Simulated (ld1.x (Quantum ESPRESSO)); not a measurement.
# Pseudopotential generation for germanium: TM, PBE

Task: generate the file, and judge it by its errors in other configurations, its logarithmic derivatives, its ghosts and its cutoff.

Method: ld1.x (Quantum ESPRESSO) 7.5, PBE, scalar-relativistic.

### Step 1. Settings

Typed settings, in words:

- element: germanium (Ge, Z = 32)
- type: norm-conserving Troullier–Martins (Kleinman–Bylander form)
- frozen core: [Ar] 3d10
- valence charge: 4
- reference configuration: 4s2 4p2
- partial waves: 4p (bound): rc 1.65 bohr; 4d channel at 0.2 Ry: rc 1.75 bohr; 4s (bound): rc 1.35 bohr
- local potential: the s channel
- core correction: a·sin(br)/r model core, default radius (core density twice the valence density)

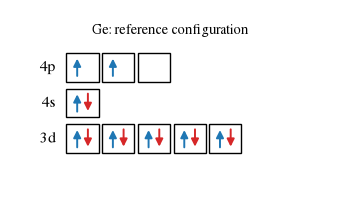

The outer shells as boxes. The arrows follow Hund's rule for the drawing; the calculation itself is spin-unpolarised.

An earlier all-electron run gives the scale for the radii.

All-electron outer shells of the reference configuration (PBE, scalar-relativistic, ld1.x):

```
shell  level (eV)  outermost node (bohr)  outermost maximum (bohr)
   3p     -115.62                   0.23                      0.54
   3d      -29.31                      –                      0.50
   4s      -11.73                   0.77                      1.75
   4p       -3.90                   0.82                      2.22
```

### Step 2. The generation run

Ge.in reads:

```
 &input
   title='Ge', zed=32., rel=1, dft='PBE', iswitch=3,
   config='[Ar] 3d10 4s2 4p2 4d-2',
   nld=3, rlderiv=1.90, eminld=-3.0, emaxld=5.0, deld=0.02
 /
 &inputp
   pseudotype=2, tm=.true., lloc=0,
   nlcc=.true.,
   file_pseudopw='Ge.UPF', file_wfcaegen='ae.wfc', file_wfcncgen='nc.wfc', file_beta='beta', file_chi='chi'
 /
3
4P  2  1   2.00   0.00  1.65  1.65  0.0
4D  3  2  -2.00   0.20  1.75  1.75  0.0
4S  1  0   2.00   0.00  1.35  1.35  0.0
 &test
   configts(1)='4s2 4p2'
 /
```

On the command line:

```sh
$ ld1.x < Ge.in > Ge.out
```

What the program wrote to Ge.out (without the banner and most projector matrices):

```text
     Program LD1 v.7.5
     --------------------------- All-electron run ----------------------------

     Ge
     scalar relativistic calculation

     atomic number is 32.00
     dft =PBE   lsd =0 sic =0 latt =0  beta=0.20 tr2=1.0E-14
     Exchange-correlation= PBE
                           (   1   4   3   4   0   0   0)
     mesh =1207 r(mesh) = 100.41023 a.u. xmin = -7.00 dx = 0.01250
     1 Ry =  13.60569312 eV, c = 137.03599908

     n l     nl                  e(Ry)          e(Ha)          e(eV)
     1 0     1S 1( 2.00)      -805.6314      -402.8157    -10961.1741
     2 0     2S 1( 2.00)      -100.8250       -50.4125     -1371.7939
     2 1     2P 1( 6.00)       -88.1036       -44.0518     -1198.7111
     3 0     3S 1( 2.00)       -12.3839        -6.1919      -168.4909
     3 1     3P 1( 6.00)        -8.4979        -4.2490      -115.6205
     3 2     3D 1(10.00)        -2.1543        -1.0772       -29.3109
     4 0     4S 1( 2.00)        -0.8622        -0.4311       -11.7311
     4 1     4P 1( 2.00)        -0.2863        -0.1431        -3.8953

     final scf error:  3.0E-15 reached in  36 iterations

     Etot =   -4197.669992 Ry,   -2098.834996 Ha,  -57112.209742 eV

     Ekin =    4273.695468 Ry,    2136.847734 Ha,   58146.589038 eV
     Encl =  -10116.689522 Ry,   -5058.344761 Ha, -137644.573051 eV
     Eh   =    1804.321722 Ry,     902.160861 Ha,   24549.047641 eV
     Exc  =    -158.997660 Ry,     -79.498830 Ha,   -2163.273369 eV

     normalization and overlap integrals

     s(1S/1S) =  1.000000  <r> =   0.0470  <r2> =    0.0030  r(max) =   0.0309
     s(2S/2S) =  1.000000  <r> =   0.2100  <r2> =    0.0520  r(max) =   0.1754
     s(2P/2P) =  1.000000  <r> =   0.1837  <r2> =    0.0414  r(max) =   0.1418
     s(3S/3S) =  1.000000  <r> =   0.6242  <r2> =    0.4495  r(max) =   0.5402
     s(3P/3P) =  1.000000  <r> =   0.6470  <r2> =    0.4929  r(max) =   0.5402
     s(3D/3D) =  1.000000  <r> =   0.7365  <r2> =    0.6969  r(max) =   0.5012
     s(4S/4S) =  1.000000  <r> =   2.1162  <r2> =    5.1841  r(max) =   1.7494
     s(4P/4P) =  1.000000  <r> =   2.8993  <r2> =   10.0650  r(max) =   2.2184

     ------------------------ End of All-electron run ------------------------

     --------------------- Generating NC pseudopotential ---------------------

      Generating local pot.: lloc=0, matching radius rcloc =   1.3500

      Computing core charge for nlcc:

       r > 1.38 : true rho core
       r < 1.38 : rho core = a sin(br)/r    a=   4.11  b=   1.94

      Integrated core pseudo-charge :   3.88

      Wfc   4P  rcut= 1.664  Using Troullier-Martins method

      Wfc   4D  rcut= 1.749  Using Troullier-Martins method

     ------------------- End of pseudopotential generation -------------------

     [... the all-electron block is printed once more ...]


     Computing logarithmic derivative in   1.89749
     Computing logarithmic derivative in   1.89749
     Computing the partial wave expansion
       no projector for channel:   0
     R is outside the sphere for l=    1 j= 0.00
     R is outside the sphere for l=    2 j= 0.00

     ---------------------- Testing the pseudopotential ----------------------

     Ge
     scalar relativistic calculation

     atomic number is 32.00   valence charge is  4.00
     dft =PBE   lsd =0 sic =0 latt =0  beta=0.20 tr2=1.0E-14
     mesh =1207 r(mesh) = 100.41023 xmin = -7.00 dx = 0.01250

     n l     nl             e AE (Ry)        e PS (Ry)    De AE-PS (Ry)
     1 0     4S   1( 2.00)       -0.86222       -0.86222       -0.00000
     2 1     4P   1( 2.00)       -0.28630       -0.28629       -0.00000

     eps = 6.3E-15  iter =  9

     Etot =   -4197.669992 Ry,   -2098.834996 Ha,  -57112.209742 eV
     Etotps =   -11.816224 Ry,      -5.908112 Ha,    -160.767917 eV

     Ekin =       2.562794 Ry,       1.281397 Ha,      34.868584 eV
     Encl =     -13.593575 Ry,      -6.796787 Ha,    -184.950008 eV
     Ehrt =       5.818838 Ry,       2.909419 Ha,      79.169321 eV
     Ecxc =      -6.607805 Ry,      -3.303903 Ha,     -89.903768 eV
     (Ecc =      -4.116581 Ry,      -2.058291 Ha,     -56.008943 eV)
     Epseu=       0.003525 Ry,       0.001762 Ha,       0.047955 eV

     ---------------------- End of pseudopotential test ----------------------
```

It took 1.7 s on 1 thread of Neoverse-N1, shared host. (Generation and the later configuration tests together.)

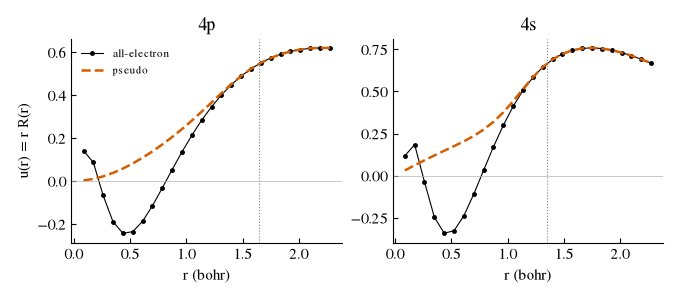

Bound waves of the atom and their pseudo partners (4p, 4s), with the matching radii dotted. The curves join 26 sampled radii, too few to resolve the innermost nodes.

### Step 3. Testing the new file in other configurations

Ge.test.in reads:

```
 &input
   title='Ge', zed=32., rel=1, dft='PBE', iswitch=2,
   config='[Ar] 3d10 4s2 4p2 4d-2'
 /
 &test
   file_pseudo='Ge.UPF', nconf=8,
   configts(1)='4s2 4p2',
   configts(2)='4s2 4p1',
   configts(3)='4s2 4p0',
   configts(4)='4s1 4p0',
   configts(5)='4s2 4p2.3',
   configts(6)='4s2 4p1.5',
   configts(7)='4s1 4p3',
   configts(8)='4s1 4p2'
 /
```

On the command line:

```sh
$ ld1.x < Ge.test.in > Ge.test.out
```

Ge.test.out, the pseudopotential blocks:

```text
     ---------------------- Testing the pseudopotential ----------------------

     Ge
     scalar relativistic calculation

     atomic number is 32.00   valence charge is  4.00
     dft =PBE   lsd =0 sic =0 latt =0  beta=0.20 tr2=1.0E-14
     mesh =1207 r(mesh) = 100.41023 xmin = -7.00 dx = 0.01250

     n l     nl             e AE (Ry)        e PS (Ry)    De AE-PS (Ry)
     1 0     4S   1( 2.00)       -0.86222       -0.86222       -0.00000
     2 1     4P   1( 2.00)       -0.28630       -0.28629       -0.00000

     eps = 7.1E-15  iter =  9

     Etot =   -4197.669992 Ry,   -2098.834996 Ha,  -57112.209742 eV
     Etotps =   -11.816224 Ry,      -5.908112 Ha,    -160.767916 eV

     Ekin =       2.562794 Ry,       1.281397 Ha,      34.868585 eV
     Encl =     -13.593575 Ry,      -6.796787 Ha,    -184.950008 eV
     Ehrt =       5.818838 Ry,       2.909419 Ha,      79.169321 eV
     Ecxc =      -6.607805 Ry,      -3.303903 Ha,     -89.903768 eV
     (Ecc =      -4.116581 Ry,      -2.058291 Ha,     -56.008943 eV)
     Epseu=       0.003525 Ry,       0.001762 Ha,       0.047955 eV

     ---------------------- End of pseudopotential test ----------------------

     ---------------------- Testing the pseudopotential ----------------------

     Ge
     scalar relativistic calculation

     atomic number is 32.00   valence charge is  4.00
     dft =PBE   lsd =0 sic =0 latt =0  beta=0.20 tr2=1.0E-14
     mesh =1207 r(mesh) = 100.41023 xmin = -7.00 dx = 0.01250

     n l     nl             e AE (Ry)        e PS (Ry)    De AE-PS (Ry)
     1 0     4S   1( 2.00)       -1.45956       -1.46134        0.00178
     2 1     4P   1( 1.00)       -0.82628       -0.82729        0.00101

     eps = 7.8E-16  iter =  9

     Etot =   -4197.122869 Ry,   -2098.561434 Ha,  -57104.765750 eV
     Etotps =   -11.268676 Ry,      -5.634338 Ha,    -153.318154 eV
     dEtot_ae =       0.547123 Ry
     dEtot_ps =       0.547547 Ry,   Delta E=      -0.000424 Ry

     Ekin =       2.130700 Ry,       1.065350 Ha,      28.989656 eV
     Encl =     -10.931156 Ry,      -5.465578 Ha,    -148.725949 eV
     Ehrt =       3.690047 Ry,       1.845023 Ha,      50.205646 eV
     Ecxc =      -6.160376 Ry,      -3.080188 Ha,     -83.816182 eV
     (Ecc =      -4.116581 Ry,      -2.058291 Ha,     -56.008943 eV)
     Epseu=       0.002108 Ry,       0.001054 Ha,       0.028675 eV

     ---------------------- End of pseudopotential test ----------------------

     ---------------------- Testing the pseudopotential ----------------------

     Ge
     scalar relativistic calculation

     atomic number is 32.00   valence charge is  4.00
     dft =PBE   lsd =0 sic =0 latt =0  beta=0.20 tr2=1.0E-14
     mesh =1207 r(mesh) = 100.41023 xmin = -7.00 dx = 0.01250

     n l     nl             e AE (Ry)        e PS (Ry)    De AE-PS (Ry)
     1 0     4S   1( 2.00)       -2.14976       -2.15692        0.00715  !
     2 1     4P   1( 0.00)       -1.45571       -1.46036        0.00464

     eps = 2.6E-15  iter =  7

     Etot =   -4195.988126 Ry,   -2097.994063 Ha,  -57089.326796 eV
     Etotps =   -10.131240 Ry,      -5.065620 Ha,    -137.842541 eV
     dEtot_ae =       1.681865 Ry
     dEtot_ps =       1.684984 Ry,   Delta E=      -0.003119 Ry

     Ekin =       1.382298 Ry,       0.691149 Ha,      18.807128 eV
     Encl =      -7.744731 Ry,      -3.872365 Ha,    -105.372427 eV
     Ehrt =       1.855379 Ry,       0.927689 Ha,      25.243713 eV
     Ecxc =      -5.624186 Ry,      -2.812093 Ha,     -76.520955 eV
     (Ecc =      -4.116581 Ry,      -2.058291 Ha,     -56.008943 eV)

     ---------------------- End of pseudopotential test ----------------------

     ---------------------- Testing the pseudopotential ----------------------

     Ge
     scalar relativistic calculation

     atomic number is 32.00   valence charge is  4.00
     dft =PBE   lsd =0 sic =0 latt =0  beta=0.20 tr2=1.0E-14
     mesh =1207 r(mesh) = 100.41023 xmin = -7.00 dx = 0.01250

     n l     nl             e AE (Ry)        e PS (Ry)    De AE-PS (Ry)
     1 0     4S   1( 1.00)       -2.97339       -2.99728        0.02389  !
     2 1     4P   1( 0.00)       -2.20993       -2.22561        0.01568  !

     eps = 5.7E-18  iter =  7

     Etot =   -4193.431031 Ry,   -2096.715516 Ha,  -57054.535744 eV
     Etotps =    -7.559098 Ry,      -3.779549 Ha,    -102.846771 eV
     dEtot_ae =       4.238961 Ry
     dEtot_ps =       4.257126 Ry,   Delta E=      -0.018165 Ry

     Ekin =       0.769719 Ry,       0.384860 Ha,      10.472567 eV
     Encl =      -3.935124 Ry,      -1.967562 Ha,     -53.540083 eV
     Ehrt =       0.488360 Ry,       0.244180 Ha,       6.644481 eV
     Ecxc =      -4.882054 Ry,      -2.441027 Ha,     -66.423735 eV
     (Ecc =      -4.116581 Ry,      -2.058291 Ha,     -56.008943 eV)

     ---------------------- End of pseudopotential test ----------------------

     ---------------------- Testing the pseudopotential ----------------------

     Ge
     scalar relativistic calculation

     atomic number is 32.00   valence charge is  4.00
     dft =PBE   lsd =0 sic =0 latt =0  beta=0.20 tr2=1.0E-14
     mesh =1207 r(mesh) = 100.41023 xmin = -7.00 dx = 0.01250

     n l     nl             e AE (Ry)        e PS (Ry)    De AE-PS (Ry)
     1 0     4S   1( 2.00)       -0.70960       -0.70948       -0.00012
     2 1     4P   1( 2.30)       -0.14906       -0.14902       -0.00004

     eps = 1.5E-15  iter = 11

     Etot =   -4197.734933 Ry,   -2098.867466 Ha,  -57113.093307 eV
     Etotps =   -11.881161 Ry,      -5.940580 Ha,    -161.651428 eV
     dEtot_ae =      -0.064941 Ry
     dEtot_ps =      -0.064937 Ry,   Delta E=      -0.000004 Ry

     Ekin =       2.629548 Ry,       1.314774 Ha,      35.776817 eV
     Encl =     -14.251405 Ry,      -7.125703 Ha,    -193.900245 eV
     Ehrt =       6.451703 Ry,       3.225851 Ha,      87.779888 eV
     Ecxc =      -6.714772 Ry,      -3.357386 Ha,     -91.359123 eV
     (Ecc =      -4.116581 Ry,      -2.058291 Ha,     -56.008943 eV)
     Epseu=       0.003766 Ry,       0.001883 Ha,       0.051235 eV

     ---------------------- End of pseudopotential test ----------------------

     ---------------------- Testing the pseudopotential ----------------------

     Ge
     scalar relativistic calculation

     atomic number is 32.00   valence charge is  4.00
     dft =PBE   lsd =0 sic =0 latt =0  beta=0.20 tr2=1.0E-14
     mesh =1207 r(mesh) = 100.41023 xmin = -7.00 dx = 0.01250

     n l     nl             e AE (Ry)        e PS (Ry)    De AE-PS (Ry)
     1 0     4S   1( 2.00)       -1.14653       -1.14709        0.00056
     2 1     4P   1( 1.50)       -0.54268       -0.54295        0.00028

     eps = 7.9E-15  iter =  8

     Etot =   -4197.464058 Ry,   -2098.732029 Ha,  -57109.407861 eV
     Etotps =   -11.610207 Ry,      -5.805103 Ha,    -157.964909 eV
     dEtot_ae =       0.205934 Ry
     dEtot_ps =       0.206017 Ry,   Delta E=      -0.000083 Ry

     Ekin =       2.386634 Ry,       1.193317 Ha,      32.471809 eV
     Encl =     -12.340722 Ry,      -6.170361 Ha,    -167.904079 eV
     Ehrt =       4.739629 Ry,       2.369815 Ha,      64.485941 eV
     Ecxc =      -6.398673 Ry,      -3.199336 Ha,     -87.058378 eV
     (Ecc =      -4.116581 Ry,      -2.058291 Ha,     -56.008943 eV)
     Epseu=       0.002925 Ry,       0.001463 Ha,       0.039799 eV

     ---------------------- End of pseudopotential test ----------------------

     ---------------------- Testing the pseudopotential ----------------------

     Ge
     scalar relativistic calculation

     atomic number is 32.00   valence charge is  4.00
     dft =PBE   lsd =0 sic =0 latt =0  beta=0.20 tr2=1.0E-14
     mesh =1207 r(mesh) = 100.41023 xmin = -7.00 dx = 0.01250

     n l     nl             e AE (Ry)        e PS (Ry)    De AE-PS (Ry)
     1 0     4S   1( 1.00)       -0.93246       -0.93473        0.00227
     2 1     4P   1( 3.00)       -0.33685       -0.33731        0.00046

     eps = 5.2E-15  iter =  7

     Etot =   -4197.084042 Ry,   -2098.542021 Ha,  -57104.237489 eV
     Etotps =   -11.229336 Ry,      -5.614668 Ha,    -152.782903 eV
     dEtot_ae =       0.585950 Ry
     dEtot_ps =       0.586888 Ry,   Delta E=      -0.000938 Ry

     Ekin =       2.882579 Ry,       1.441289 Ha,      39.219479 eV
     Encl =     -13.225880 Ry,      -6.612940 Ha,    -179.947267 eV
     Ehrt =       5.578809 Ry,       2.789405 Ha,      75.903569 eV
     Ecxc =      -6.470283 Ry,      -3.235141 Ha,     -88.032683 eV
     (Ecc =      -4.116581 Ry,      -2.058291 Ha,     -56.008943 eV)
     Epseu=       0.005439 Ry,       0.002719 Ha,       0.073999 eV

     ---------------------- End of pseudopotential test ----------------------

     ---------------------- Testing the pseudopotential ----------------------

     Ge
     scalar relativistic calculation

     atomic number is 32.00   valence charge is  4.00
     dft =PBE   lsd =0 sic =0 latt =0  beta=0.20 tr2=1.0E-14
     mesh =1207 r(mesh) = 100.41023 xmin = -7.00 dx = 0.01250

     n l     nl             e AE (Ry)        e PS (Ry)    De AE-PS (Ry)
     1 0     4S   1( 1.00)       -1.53157       -1.53677        0.00520  !
     2 1     4P   1( 2.00)       -0.88375       -0.88611        0.00236

     eps = 8.5E-16  iter =  7

     Etot =   -4196.482228 Ry,   -2098.241114 Ha,  -57096.049396 eV
     Etotps =   -10.626208 Ry,      -5.313104 Ha,    -144.576925 eV
     dEtot_ae =       1.187763 Ry
     dEtot_ps =       1.190016 Ry,   Delta E=      -0.002252 Ry

     Ekin =       2.479052 Ry,       1.239526 Ha,      33.729223 eV
     Encl =     -10.581607 Ry,      -5.290804 Ha,    -143.970104 eV
     Ehrt =       3.484290 Ry,       1.742145 Ha,      47.406177 eV
     Ecxc =      -6.012127 Ry,      -3.006064 Ha,     -81.799160 eV
     (Ecc =      -4.116581 Ry,      -2.058291 Ha,     -56.008943 eV)
     Epseu=       0.004185 Ry,       0.002092 Ha,       0.056937 eV

     ---------------------- End of pseudopotential test ----------------------
```

The tests as a table, with energies relative to 4s2 4p2.

```tsv
valence configuration	charge	ΔE all-electron (eV)	error AE − PS (meV)
4s2 4p1	+1	7.444	-5.8
4s2 4p0	+2	22.883	-42
4s1 4p0	+3	57.674	-247
4s2 4p2.3	-0.3	-0.884	-0.1
4s2 4p1.5	+0.5	2.802	-1.1
4s1 4p3	0	7.972	-13
4s1 4p2	+1	16.160	-31
```

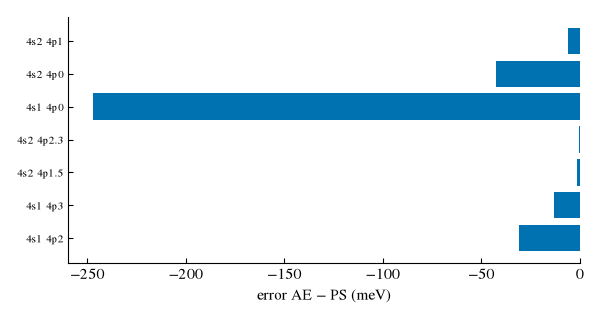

Error of the potential in each test configuration.

### Step 4. Logarithmic derivatives

Taken from the files of the generation run. The phase is arctan(r·u′/u) with u = r·R, unwrapped, with energies in Ry. A pole is an energy at which the radial function vanishes at the test radius. The pseudo phase is shifted by a multiple of π to meet the all-electron one at the reference energy. Levels narrower than the energy grid can be missing from the poles. The last column is the largest difference on the grid between −1 and +1 Ry.

```tsv
channel	radius (bohr)	reference (Ry)	poles AE	poles PS	window around the reference with phases within 0.05 rad (Ry)	largest difference near zero (rad)
s	1.90	-0.86	2.82	2.46	below 3.6	0.010
p	1.90	-0.29	4.46	4.87	the whole range	0.006
d	1.90	0.20	-2.01	none	-1.5 to 1.9	0.011
```

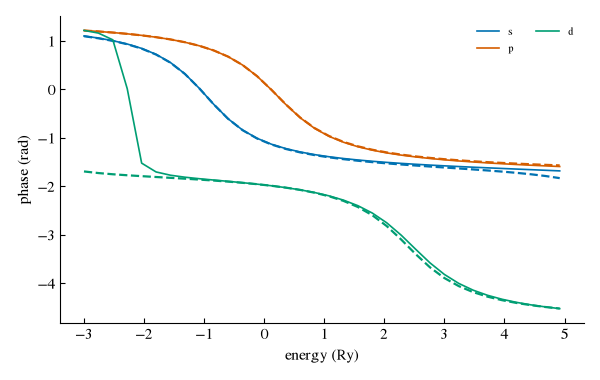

All-electron (solid) and pseudo (dashed) phases against energy.

### Step 5. Plane-wave convergence, by spherical Bessel functions

A separate test, outside the generator: the pseudo-atom's Hamiltonian at the reference potential is diagonalised in spherical Bessel functions j_l(qr) that vanish at 20 bohr, with q² up to the cutoff.

All-electron valence levels (Ry): 4p -0.2863, 4s -0.8622. The lowest levels of each channel (Ry) by cutoff; the last column sums, over occupied levels, occupation times the distance from the level at 400 Ry. A positive value at high cutoff is not a bound level.

| cutoff (Ry) | p #1 | d #1 | s #1 | f #1 | Σ f·Δε (mRy) |
| --- | --- | --- | --- | --- | --- |
| 8 | -0.2757 | 0.0533 | -0.8105 | 0.1080 | 124.5 |
| 15 | -0.2850 | 0.0532 | -0.8365 | 0.1080 | 53.9 |
| 21 | -0.2853 | 0.0531 | -0.8394 | 0.1080 | 47.5 |
| 35 | -0.2860 | 0.0525 | -0.8565 | 0.1080 | 12.0 |
| 40 | -0.2861 | 0.0510 | -0.8591 | 0.1080 | 6.6 |
| 45 | -0.2862 | 0.0377 | -0.8596 | 0.1080 | 5.5 |
| 60 | -0.2862 | -1.9991 | -0.8601 | 0.1080 | 4.4 |
| 80 | -0.2863 | -3.0688 | -0.8616 | 0.1080 | 1.2 |
| 90 | -0.2863 | -3.3921 | -0.8619 | 0.1080 | 0.7 |
| 110 | -0.2863 | -3.6345 | -0.8619 | 0.1080 | 0.6 |
| 400 | -0.2863 | -3.6885 | -0.8622 | 0.1080 | 0.0 |

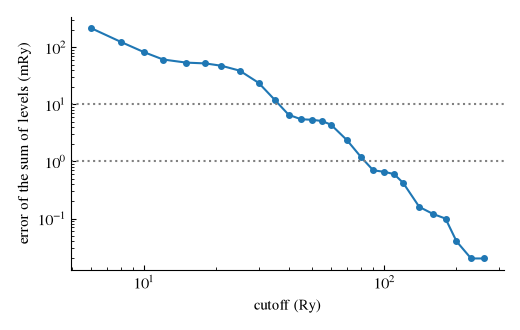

Occupation-weighted error of the valence levels against the cutoff; the dotted lines mark 10 and 1 mRy.

The sum stays within 10 mRy from 40 Ry and within 1 mRy from 90 Ry. The sum leaves out empty levels, which can need more. Ghost test: ghost state, bound below the all-electron valence or empty levels of the same l: d at -50.2 eV.

### Step 6. Results

| quantity | value |
| --- | --- |
| cutoffs for 10 and 1 mRy, occupied levels | 40 Ry and 90 Ry |
| bound ghosts | d at -50.18 eV |
| largest test error (AE − PS) | -247 meV, for 4s1 4p0 |
| largest phase difference near zero energy, channels read | 0.011 rad |

In words: A bound ghost (d) makes it unfit for use: electrons can fall into a state that the atom doesn't have. The worst unpolarised test, 4s1 4p0, is off by 247 meV on 57.7 eV; by total energies transferability rates as poor. That test lies far up in energy; among those under 40 eV, nearer to bonding, the largest error is 42 meV. The potential is of middling hardness: the looser tolerance needs 40 Ry. The slowest occupied level is 4s: taken alone it needs 80 Ry to come within 1 mRy, against 18 Ry for 4p. Near zero energy the phases of the channels with partial waves agree within 0.011 rad. These are tests on the free atom; a crystal test is still owed.
